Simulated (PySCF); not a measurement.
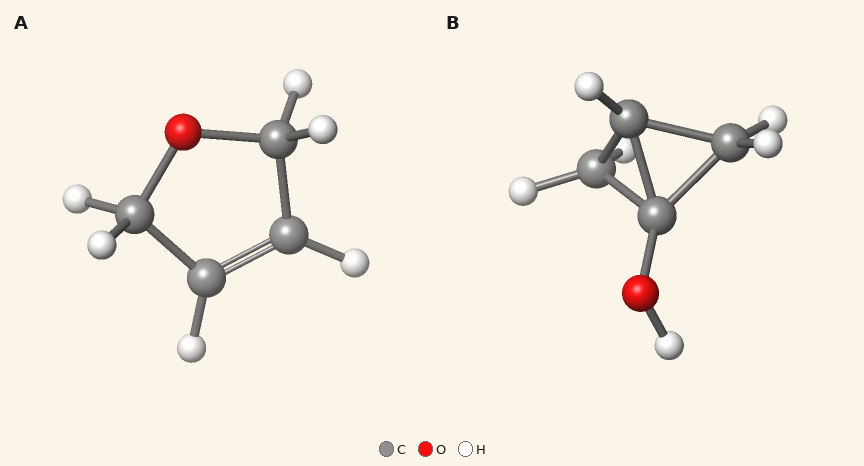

2 stationary structures of one formula. Geometries: PBE0-D3(BJ)/def2-SVP. Electronic energies: PBE0-D3(BJ)/def2-SVP (PySCF 2.14.0), without zero-point energy. No frequency run is at hand to confirm each as a minimum.

Rank them by energy, lowest first.

A is lowest; B lies 115.1 kJ/mol above it. A is `C1=CCOC1`, B is `O[C@]12C[C@H]1C2`.
